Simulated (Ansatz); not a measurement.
## SnSe2 monolayer (1T): from the cell to its phonons

Aim: the vibrations of SnSe2 monolayer (1T), their spectra, and whether the structure is stable.

Method: DFT PBEsol, scalar-relativistic, plane waves, PAW; PAW set soft_1, in Ansatz 0.2.0.

**1. The starting structure**

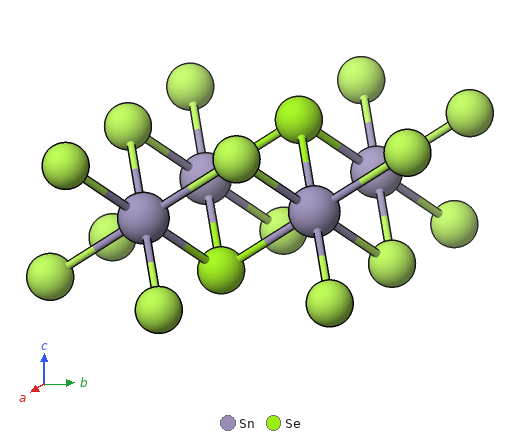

Start, viewed slightly off an axis; tin purple, selenium green. Some periodic images of atoms are drawn too.

The cell holds 3 atoms: 1 Sn and 2 Se. Its edges and angles: a = 3.800 Å, b = 3.800 Å, c = 20.000 Å, α = 90.0°, β = 90.0°, γ = 120.0°. It derives from SnSe2. Vacuum lies along c.

**2. Bringing the structure to rest**

Harmonic phonons are second derivatives at a point where the forces vanish, and they are wanted at zero stress, so atoms and cell are relaxed first.

The program solves this slab on a cell height of its own, 29.9 Å, in place of the one typed.

input.yaml reads:

```yaml
crystal:
  lattice:
    - [3.8, 0.0, 0.0]
    - [-1.9, 3.2909, 0.0]
    - [0.0, 0.0, 20.0]
  atoms:
    - { symbol: Sn, position: [0.0, 0.0, 0.5] }
    - { symbol: Se, position: [0.333333, 0.666667, 0.57659] }
    - { symbol: Se, position: [0.666667, 0.333333, 0.42341] }
  periodic: [true, true, false]
kpoints:
  mp_grid: { grid: [9, 9, 1] }
hamiltonian:
  xc: pbesol
  pseudopotentials: { kind: paw, azcp: { folder: soft_1 }, xc_functional: pbe }
scf:
  occupations: { method: gaussian, width: 0.02 }
output:
  forces: true
  stress: true
  eigenvalues: true
  write_density: true
  write_potential: true
  elf: true
  volumetric_format: npy
relax:
  adjacent_minimum: "off"
  f_tol: 0.005
  max_steps: 80
  cell: { stress_2d_tol: 0.02 }
```

Command:

```sh
ansatz run input.yaml --threads 8 --pin off --max-ram 16384MiB --backend cpu --events-out ev --progress --plain --runs-dir out
```

Numbers of over 12 decimals in the logs are rounded to 6 here.

What it wrote:

```text
Warning: crystal.periodic: the lattice vector that does not repeat stood 0.000° off the slab's normal, 20.000 Å along it as the deck builds it. The run solves the slab on a vector along the normal, 29.927 Å long, with every atom where it was (on the deck's vector they left 16.94 Å outside them, and the widest stretch free of ions among them is 1.53 Å). A fractional position that the run reports is one of the run's ce [...]
Warning: the atoms were moved onto the symmetric positions of the space group found under crystal.symmetry.tolerance 1.0e-5 (fractional; no operation is sought that the atoms, as they stand in a round, miss by more than twice it, and no atom is moved by as much as it), and the run uses the moved positions. Before a round's move an operation carried an atom to 3.80e-6 Å from where it should land, the largest such dist [...]
crystal.periodic: the lattice vector that does not repeat stood 0.000° off the slab's normal, 20.000 Å along it as the deck builds it. The run solves the slab on a vector along the normal, 29.927 Å long, with every atom where it was (on the deck's vector they left 16.94 Å outside them, and the widest stretch free of ions among them is 1.53 Å). A fractional position that the run reports is one of the run's cell, which [...]
Engine: ansatz 0.2.0, aarch64-unknown-linux-gnu
Pseudopotentials: kind: paw
Pseudopotential: Sn, paw, valence charge 14, recommended cutoff 420 eV (normal), soft_1/Sn.paw.azcp
Pseudopotential: Se, paw, valence charge 16, recommended cutoff 420 eV (normal), soft_1/Se.paw.azcp
Functional definition: PBEsol
  exchange = pbesol_x
  correlation = pbesol_c
Crystal: 3 atoms, lattice volume = 374.252 Å³
Basis set: ecut = 420 eV, 7301 PW (Γ), exchange–correlation on 54×54×432 points (8 copies of the dense FFT grid, shifted against one another)
Bands: 28, of which v1, the nominal top of the filled ones, is band 23 counted from 1 (22 counted from 0)
Symmetry: 12 space group operations
Space group: P-3m1 (ITA 164), of the structure as read, at distance tolerance 7.2e-5 Å
k-points: 12 of 81
Non-local potential: Sn, projectors of the file, l = 0: 2, l = 1: 2, l = 2: 2, l = 3: 1
Non-local potential: Se, projectors of the file, l = 0: 2, l = 1: 2, l = 2: 3, l = 3: 1
PAW form: soft (Blöchl's): semilocal exchange-correlation on the pseudo side does not see the compensation charge
PAW frozen core: Sn, regenerated for the run's functional, and the local potential with it (the file was generated under x = pbe(κ = 0.804, μ = 0.219515), c = pbe(β = 0.066725))
PAW frozen core: Se, regenerated for the run's functional, and the local potential with it (the file was generated under x = pbe(κ = 0.804, μ = 0.219515), c = pbe(β = 0.066725))
PAW one-centre angular grid: Sn, 590 points (default); XC on 64 Gauss nodes
PAW one-centre angular grid: Se, 590 points (default); XC on 64 Gauss nodes
Initial density: superposition of atomic densities (neutral atoms: chi_scale 0, normalization atom)
Initial wavefunctions: pseudopotential atomic-orbital guess
Functional: x = pbesol(κ = 0.804, μ = 0.123457), c = pbesol(β = 0.046)
iter 1 solved again at ethr=2.11e-3 eV; its pass at ethr=3.10e-3 eV (dr2=9.72e-1 eV) is discarded
SCF iter   1: F=—  HF=-16799.518432 eV  |F-HF|=—  |Δ(HF+E_count)|=         —  Δρ=1.37e-2  dr2=9.67e-1  ethr=2.11e-3  ⟨swp⟩=1.2  Hψ=2787  notcnv=0
preconditioner: auto → Resta (q_TF=auto, 1.924 Å⁻¹)  ε∞=1.4  [insulator: Δε(μ)=1.289 eV  Ē_g=15.770 eV  σ=0.020 eV  W_gap=1.00  n_scr=36 (ndim 8)  ℏωp=9.8 eV  f_vac=0.770  D(μ)=0.00/eV (n_scr^D=0)  ε∞_Penn≈1.4  vacuum switching on, ρ_ref=1.8e-2 e/Å³]
SCF iter   2: F=—  HF=-16799.236498 eV  |F-HF|=—  |Δ(HF+E_count)|=   2.82e-1  Δρ=5.72e-3  dr2=1.15e-1  ethr=2.10e-3  ⟨swp⟩=4.4  Hψ=678  notcnv=0
SCF iter   3: F=—  HF=-16799.221202 eV  |F-HF|=—  |Δ(HF+E_count)|=   1.53e-2  Δρ=2.82e-3  dr2=2.64e-2  ethr=2.50e-4  ⟨swp⟩=3.5  Hψ=646  notcnv=0  defer=12
SCF iter   4: F=—  HF=-16799.218021 eV  |F-HF|=—  |Δ(HF+E_count)|=   3.18e-3  Δρ=7.36e-4  dr2=2.26e-3  ethr=5.75e-5  ⟨swp⟩=3.3  Hψ=546  notcnv=0  defer=12
SCF iter   5: F=—  HF=-16799.217886 eV  |F-HF|=—  |Δ(HF+E_count)|=   1.36e-4  Δρ=1.37e-4  dr2=3.66e-5  ethr=4.92e-6  ⟨swp⟩=2.8  Hψ=521  notcnv=0  defer=12
SCF iter   6: F=—  HF=-16799.217936 eV  |F-HF|=—  |Δ(HF+E_count)|=   5.01e-5  Δρ=3.95e-5  dr2=7.55e-6  ethr=7.95e-8  ⟨swp⟩=3.3  Hψ=738  notcnv=0  defer=12
SCF iter   7: F=—  HF=-16799.217935 eV  |F-HF|=—  |Δ(HF+E_count)|=   1.05e-6  Δρ=1.09e-5  dr2=2.22e-7  ethr=1.64e-8  ⟨swp⟩=3.0  Hψ=574  notcnv=0  defer=12
SCF iter   8: F=-16799.217935 eV  HF=-16799.217935 eV  |F-HF|=1.56e-8  |Δ(HF+E_count)|=   2.15e-7  Δρ=1.40e-6  dr2=5.19e-9  ethr=2.17e-10  ⟨swp⟩=23.1  Hψ=3252  notcnv=0
SCF 1 converged in 8 iterations: F = -16799.217935 eV  dr2 = 5.19e-9
  greatest PAW one-centre occupation: 1.000 electrons in one spin orbital (limit 2), on the Se atom at site 2 (counted from 0), in its partial waves of l = 2
relax step   1: F+E_penalty+E_count = -16799.21793515 eV  Δ(F+E_penalty+E_count) = +0.000e0 eV  max|allowed force component| = 5.689e-1 eV/Å  Δτ_max = 0.0000 Å  P = +1.043 N/m  Ω = 374.252 Å³  fix = [c, alpha, beta]  reactions: c +0.000 N/m  (8 SCF iters, dr2 threshold 1.00e-7 eV, accepted)
Crystal: 3 atoms, lattice volume = 369.472 Å³
Basis set: ecut = 420 eV, 7265 PW (Γ), exchange–correlation on 54×54×432 points (8 copies of the dense FFT grid, shifted against one another)
Initial density: handed on by an earlier stage of this run
Initial wavefunctions: those handed on with the density
iter 1 solved again at ethr=1.33e-4 eV; its pass at ethr=3.10e-3 eV (dr2=6.14e-2 eV) is discarded
SCF iter   1: F=—  HF=-16799.106211 eV  |F-HF|=—  |Δ(HF+E_count)|=         —  Δρ=4.00e-3  dr2=6.21e-2  ethr=1.33e-4  ⟨swp⟩=2.2  Hψ=2326  notcnv=0
preconditioner: auto → Resta (q_TF=auto, 1.928 Å⁻¹)  ε∞=1.7  [insulator: Δε(μ)=0.415 eV  Ē_g=9.369 eV  σ=0.020 eV  W_gap=1.00  n_scr=24 (ndim 8)  ℏωp=7.7 eV  f_vac=0.761  D(μ)=0.00/eV (n_scr^D=0)  ε∞_Penn≈1.7  vacuum switching on, ρ_ref=6.4e-3 e/Å³]
SCF iter   2: F=—  HF=-16799.087835 eV  |F-HF|=—  |Δ(HF+E_count)|=   1.84e-2  Δρ=1.64e-3  dr2=1.02e-2  ethr=1.33e-4  ⟨swp⟩=3.0  Hψ=528  notcnv=0
SCF iter   3: F=—  HF=-16799.085312 eV  |F-HF|=—  |Δ(HF+E_count)|=   2.52e-3  Δρ=5.00e-4  dr2=2.50e-3  ethr=2.21e-5  ⟨swp⟩=4.1  Hψ=810  notcnv=0  defer=1
SCF iter   4: F=—  HF=-16799.084910 eV  |F-HF|=—  |Δ(HF+E_count)|=   4.02e-4  Δρ=1.86e-4  dr2=1.63e-4  ethr=5.44e-6  ⟨swp⟩=2.9  Hψ=515  notcnv=0  defer=1
[...]
Crystal: 3 atoms, lattice volume = 374.737 Å³
iter 1 solved again at ethr=6.26e-5 eV; its pass at ethr=3.10e-3 eV (dr2=2.88e-2 eV) is discarded
SCF iter   1: F=—  HF=-16799.259619 eV  |F-HF|=—  |Δ(HF+E_count)|=         —  Δρ=2.69e-3  dr2=3.14e-2  ethr=6.26e-5  ⟨swp⟩=2.9  Hψ=2186  notcnv=0
preconditioner: auto → Resta (q_TF=auto, 1.923 Å⁻¹)  ε∞=1.6  [insulator: Δε(μ)=0.766 eV  Ē_g=9.717 eV  σ=0.020 eV  W_gap=1.00  n_scr=36 (ndim 8)  ℏωp=7.7 eV  f_vac=0.772  D(μ)=0.00/eV (n_scr^D=0)  ε∞_Penn≈1.6  vacuum switching on, ρ_ref=6.8e-3 e/Å³]
SCF iter   2: F=—  HF=-16799.250503 eV  |F-HF|=—  |Δ(HF+E_count)|=   9.12e-3  Δρ=1.13e-3  dr2=5.16e-3  ethr=6.26e-5  ⟨swp⟩=3.0  Hψ=532  notcnv=0
SCF iter   3: F=—  HF=-16799.249225 eV  |F-HF|=—  |Δ(HF+E_count)|=   1.28e-3  Δρ=4.07e-4  dr2=1.61e-3  ethr=1.12e-5  ⟨swp⟩=3.1  Hψ=592  notcnv=0
SCF iter   4: F=—  HF=-16799.248923 eV  |F-HF|=—  |Δ(HF+E_count)|=   3.03e-4  Δρ=1.37e-4  dr2=5.06e-5  ethr=3.50e-6  ⟨swp⟩=3.0  Hψ=528  notcnv=0
SCF iter   5: F=—  HF=-16799.248931 eV  |F-HF|=—  |Δ(HF+E_count)|=   8.91e-6  Δρ=3.34e-5  dr2=4.79e-6  ethr=1.10e-7  ⟨swp⟩=4.0  Hψ=816  notcnv=0
SCF iter   6: F=—  HF=-16799.248929 eV  |F-HF|=—  |Δ(HF+E_count)|=   2.48e-6  Δρ=6.80e-6  dr2=1.39e-7  ethr=1.04e-8  ⟨swp⟩=2.7  Hψ=647  notcnv=0
SCF iter   7: F=—  HF=-16799.248971 eV  |F-HF|=—  |Δ(HF+E_count)|=   4.23e-5  Δρ=1.67e-6  dr2=1.09e-8  ethr=3.02e-10  ⟨swp⟩=3.6  Hψ=648  notcnv=0
SCF iter   8: F=—  HF=-16799.248971 eV  |F-HF|=—  |Δ(HF+E_count)|=   8.38e-9  Δρ=2.95e-7  dr2=3.36e-10  ethr=2.37e-11  ⟨swp⟩=3.2  Hψ=623  notcnv=0
SCF iter   9: F=—  HF=-16799.248971 eV  |F-HF|=—  |Δ(HF+E_count)|=  9.82e-10  Δρ=7.83e-8  dr2=2.20e-11  ethr=1.00e-12  ⟨swp⟩=3.1  Hψ=642  notcnv=0
SCF iter  10: F=-16799.248971 eV  HF=-16799.248971 eV  |F-HF|=1.46e-11  |Δ(HF+E_count)|=  4.73e-11  Δρ=1.74e-8  dr2=8.18e-13  ethr=1.00e-12  ⟨swp⟩=10.8  Hψ=2078  notcnv=0
SCF 3 converged in 10 iterations: F = -16799.248971 eV  dr2 = 8.18e-13
relax step   3: F+E_penalty+E_count = -16799.24897137 eV  Δ(F+E_penalty+E_count) = -3.104e-2 eV  max|allowed force component| = 4.710e-2 eV/Å  Δτ_max = 0.0595 Å  P = -0.084 N/m  Ω = 374.737 Å³  energy of the carried Pulay correction = -7.500e-6 eV  fix = [c, alpha, beta]  reactions: c -0.000 N/m  (10 SCF iters, accepted)
[...]
relax step   4: F+E_penalty+E_count = -16799.24919784 eV  Δ(F+E_penalty+E_count) = -2.265e-4 eV  max|allowed force component| = 1.735e-3 eV/Å  Δτ_max = 0.0046 Å  P = -0.008 N/m  Ω = 374.711 Å³  energy of the carried Pulay correction = -7.100e-6 eV  fix = [c, alpha, beta]  reactions: c -0.000 N/m  (4 SCF iters, dr2 threshold 1.39e-7 eV, accepted)
Initial wavefunctions: pseudopotential atomic-orbital guess (no wavefunctions were taken with the density)
iter 1 solved again at ethr=1.31e-6 eV; its pass at ethr=3.10e-3 eV (dr2=6.04e-4 eV) is discarded
SCF iter   1: F=—  HF=-16799.247312 eV  |F-HF|=—  |Δ(HF+E_count)|=         —  Δρ=6.35e-5  dr2=4.38e-7  ethr=1.31e-6  ⟨swp⟩=4.8  Hψ=3402  notcnv=0
eigensolver tolerance schedule: the retry pair's looser diagonalisation over-reported the residual by 1377.19 of it (diagonalisation noise at 1.40 of the residual, at the tolerance the schedule requests for it); recorded, not acted on — ethr = c·dr2/N_el stays at c = 1.0e-1
preconditioner: auto → Resta (q_TF=auto, 1.923 Å⁻¹)  ε∞=1.6  [insulator: Δε(μ)=0.799 eV  Ē_g=9.728 eV  σ=0.020 eV  W_gap=1.00  n_scr=36 (ndim 8)  ℏωp=7.7 eV  f_vac=0.771  D(μ)=0.00/eV (n_scr^D=0)  ε∞_Penn≈1.6  vacuum switching on, ρ_ref=6.9e-3 e/Å³]
SCF iter   2: F=—  HF=-16799.248504 eV  |F-HF|=—  |Δ(HF+E_count)|=   1.19e-3  Δρ=3.19e-5  dr2=1.46e-7  ethr=9.52e-10  ⟨swp⟩=4.8  Hψ=1003  notcnv=0
SCF iter   3: F=—  HF=-16799.249024 eV  |F-HF|=—  |Δ(HF+E_count)|=   5.20e-4  Δρ=1.26e-5  dr2=3.51e-8  ethr=3.18e-10  ⟨swp⟩=3.3  Hψ=555  notcnv=0
SCF iter   4: F=—  HF=-16799.249204 eV  |F-HF|=—  |Δ(HF+E_count)|=   1.79e-4  Δρ=7.55e-7  dr2=2.47e-9  ethr=7.62e-11  ⟨swp⟩=3.4  Hψ=502  notcnv=0
SCF iter   5: F=—  HF=-16799.249206 eV  |F-HF|=—  |Δ(HF+E_count)|=   2.10e-6  Δρ=2.16e-7  dr2=4.54e-10  ethr=5.37e-12  ⟨swp⟩=4.1  Hψ=726  notcnv=0
SCF iter   6: F=—  HF=-16799.249206 eV  |F-HF|=—  |Δ(HF+E_count)|=   2.77e-8  Δρ=6.09e-8  dr2=2.40e-11  ethr=1.00e-12  ⟨swp⟩=2.3  Hψ=514  notcnv=0
SCF iter   7: F=-16799.249206 eV  HF=-16799.249206 eV  |F-HF|=1.49e-8  |Δ(HF+E_count)|=   5.55e-8  Δρ=1.90e-8  dr2=1.77e-12  ethr=1.00e-12  ⟨swp⟩=10.3  Hψ=2168  notcnv=0
SCF 5 converged in 7 iterations: F = -16799.249206 eV  dr2 = 1.77e-12
relax step   5: F+E_penalty+E_count = -16799.24920572 eV  Δ(F+E_penalty+E_count) = -7.881e-6 eV  max|allowed force component| = 1.755e-3 eV/Å  Δτ_max = 0.0000 Å  P = -0.009 N/m  Ω = 374.711 Å³  fix = [c, alpha, beta]  reactions: c -0.000 N/m  stress off target by 8.93e-3 N/m on what of the cell is left free  SCF on the basis re-selected at this cell (its energy is not comparable with the rows above)  (7 SCF iters)
basis re-selected at this cell: Δ(F+E_penalty+E_count) = -7.881e-6 eV, ΔP = -0.000 N/m vs the last step (what re-selecting the basis moved, of the pressure what is left beyond the Pulay correction that the steps carried, after the strain that the cell walked since its last selection, with what the two solves' SCF thresholds leave and, on support functions, any second-order correction that the steps lacked; it is no m [...]
SCF converged after 7 iterations
Free energy (F): -16799.249206 eV
Harris-Foulkes:  -16799.249206 eV  (|F-HF|=1.49e-8)
Internal energy: -16799.249206 eV  (E = F + TS)
E sigma→0 (E₀):  -16799.249206 eV
Fermi energy:    -5.580961 eV
--- Per-component energies (eV) ---
  E_band       = -1501.570725
  E_kinetic    = 390.284493
  E_local      = -96000.626288  (includes V_loc(G=0)·N_el)
  E_nonlocal   = -558.414740
  E_hartree    = 47816.322013
  E_xc         = -292.951188
  E_vxc        = -259.989928  (∫ρ·V_xc dr)
  E_paw        = -8470.767823  (= ΣΔE_a)
  E_vpaw       = -705.468096  (= ΣTr[D̂ρ^β])
  E_aug_tail   = -0.000484  (compensation charges beyond the density's cutoff)
  E_ewald      = 40314.603067
  E_core_change = 2.301743  (= ΣΔE_core)
  E_smearing   = -0.000000  (= −TS)
  E_closure    = -0.000000  (closes the sum)
  Σ components = -16799.249206   (vs F -16799.249206, Δ=0.00e0)
--- Forces (eV/Å), atoms counted from 1 ---
  atom   1  Sn     0.00000000    -0.00000000     0.00000000
  atom   2  Se    -0.00000000    -0.00000000    -0.00175498
  atom   3  Se     0.00000000     0.00000000     0.00175498
  max |Σ_I F_I| component: 1.05e-30 eV/Å
--- 2D stress c σ (N/m, compression-positive) ---
       -0.008932      -0.000000       0.000000
       -0.000000      -0.008932       0.000000
        0.000000       0.000000      -0.000000
  P = ½ c Tr σ = -0.0089 N/m
--- Band table (eV; the first three rows and the last of 12) ---
  k-point 0: bands = [... 19 lower, -6.4655, -6.4655, -6.0597, -6.0597, -4.3557, -2.9477, -1.3746, -1.3746, ... 1 higher]
  k-point 1: bands = [... 19 lower, -7.1336, -6.8476, -6.6929, -5.9807, -3.7883, -2.3045, -1.5035 (-1.5035°), -1.0863, ... 1 higher]
  k-point 2: bands = [... 19 lower, -7.7581, -7.4531, -6.9296, -6.0550, -3.9521, -1.9819, -0.5958 (-0.5958°), -0.5425, ... 1 higher]
  k-point 11: bands = [... 19 lower, -9.7562, -9.3778, -6.8999, -6.8999, -4.1661, -0.7589, -0.7589, 0.6581, ... 1 higher]
  ° read free of the cell's end (the report's vacuum.weakly_bound_levels)
--- Relaxed structure (4 steps of the walk, 3 accepted, 1 SCFs on fresh bases) ---
  F+E_penalty+E_count = -16799.24920572 eV   max|allowed force component| = 1.755e-3 eV/Å   (the final SCF, on the basis selected at the relaxed cell)
  cell:  # Å, volume = 374.7109 Å³
    - [3.802330, 0.0, 0]
    - [-1.901165, 3.292914, 0]
    - [0, 0, 29.927200]
  atoms:
    - { symbol: Sn, position: [0, 0, 0.334144] }
    - { symbol: Se, position: [0.333333, 0.666667, 0.387165] }
    - { symbol: Se, position: [0.666667, 0.333333, 0.281123] }
```

Wall time 6.3 s (8 threads of Arm Neoverse V2, shared host); peak memory 0.97 GiB.

Relaxation path:

```
step  energy less that of the first step (eV)  largest force component (eV/Å)  volume (Å³)
   1                                   0.0000                          0.5689       374.25
   2                                   0.1330                          1.1843       369.47
   3                                  -0.0310                          0.0471       374.74
   4                                  -0.0313                          0.0017       374.71
  5*                                  -0.0313                          0.0018       374.71
```

Relaxation steps marked * repeat the geometry before them on a plane-wave basis chosen anew for their cell, so energy and pressure can jump there. Relaxation step 2 was tried and not accepted.

The run keeps the 12 symmetry operations that it works with, so distortions that break them were not tested.

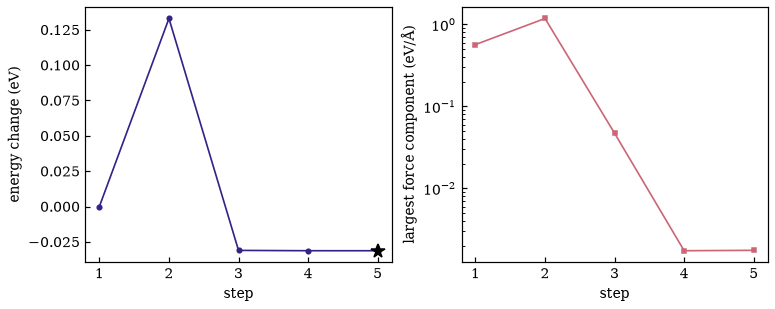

Energy and largest force along the relaxation. Stars mark steps on a basis chosen anew.

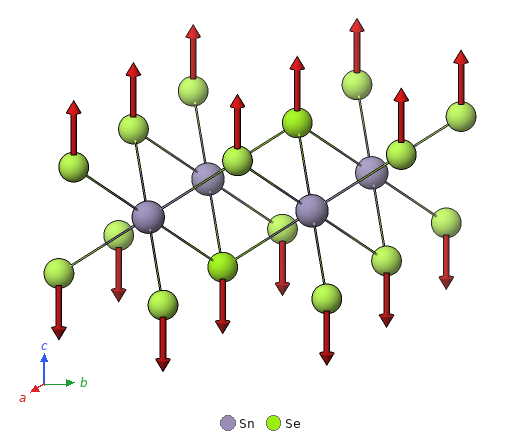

Displacements in the relaxation, exaggerated, measured against the changing cell; the longest in the cell stands for 0.05 Å. Some periodic images of atoms are drawn too.

```
cell as run  before  after  change
      a (Å)   3.800  3.802  +0.1 %
      b (Å)   3.800  3.802  +0.1 %
```

The atoms that moved most (Å, along periodic axes as changes of fractional coordinates times the final cell, across vacuum about the mean position):

```
atom     dx     dy      dz  length
 Se2  0.000  0.000   0.055   0.055
 Se3  0.000  0.000  -0.055   0.055
```

Final coordinates:

```xyz
3
Lattice="3.8023 0.0000 0.0000 -1.9012 3.2929 0.0000 0.0000 0.0000 29.9272" Properties=species:S:1:pos:R:3
Sn    0.0000    0.0000   10.0000
Se    0.0000    2.1953   11.5868
Se    1.9012    1.0976    8.4132
```

This step gave:

* gap on the k-mesh: 0.7994 eV
* direct gap on mesh: 1.147 eV
* area per atom: 4.174 Å²

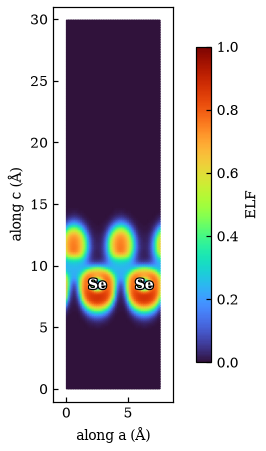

ELF in the ac plane at fractional y = 0.333, with atoms of Se within 0.2 Å of it. It is the smooth field of the valence electrons, not physical close to the nuclei.

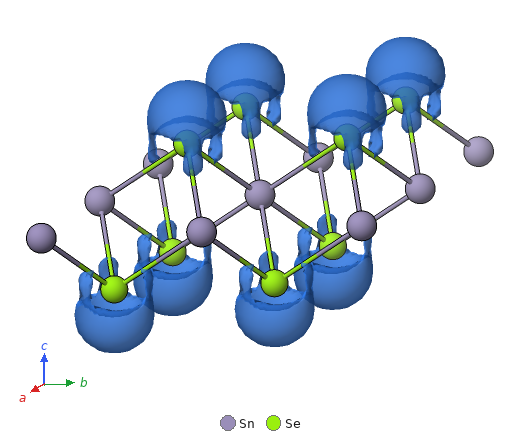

Surface of ELF = 0.79. 2×2×1 cells are drawn.

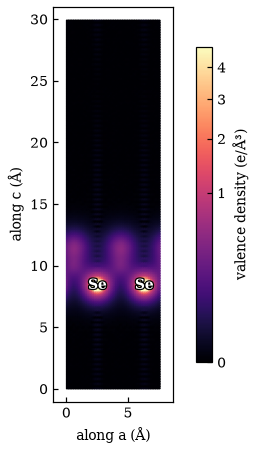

Valence density in the ac plane at fractional y = 0.333, with atoms of Se within 0.2 Å of it. It is the smooth field of the valence electrons, not physical close to the nuclei. The colour scale is stretched toward low values.

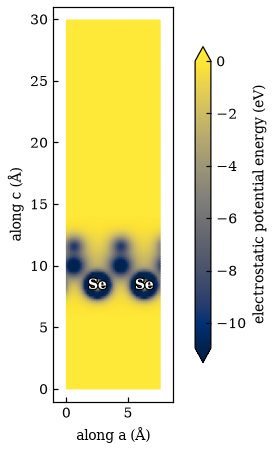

Electrostatic potential energy in the ac plane at fractional y = 0.333, with atoms of Se within 0.2 Å of it. With pseudopotentials it is smooth inside the atoms' cores, unlike the true potential.

The cell grew by 0.1 % in its periodic edges. First to last step the energy falls by 0.031 eV, across changes of basis; the largest move, 0.05 Å, is that of Se2 and 1 other atom alike.

(Part 1 of 3 ends here.)

[Logs are printed without paths, hosts, clocks, repeated set-up lines and the standing remarks that a program may print on its own settings, such as how far it seeks lower states.]

[Hosts, paths, dates, database ids (printed as entryN), source tags and the programs' standing remarks are cut or masked in the printed files.]
